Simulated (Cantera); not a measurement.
Feed: 1 mol MgSO₄, 0.1 mol H₂O, 1 mol H₂, held at 1.00 Torr.

Cantera equilibrium calculation (NASA polynomials, part measured and part estimated; ideal gas, pure solids and liquids). Candidate condensed phases: H₂O, H₂SO₄, Mg, MgO, Mg(OH)₂, MgS, MgSO₄, S; 26 gas species. Gases not in the tables: S₃ to S₇. The numbers say what is thermodynamically allowed, not how fast it happens.

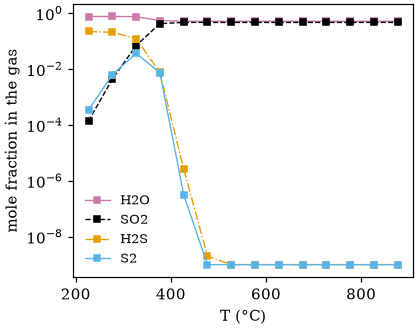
Fig. 1. Equilibrium gas composition (values under 1e-9 drawn at 1e-9)

From 227 °C to 377 °C the condensed part is MgO(s) + MgSO₄(s). From 427 °C to 877 °C the condensed part is MgO(s).
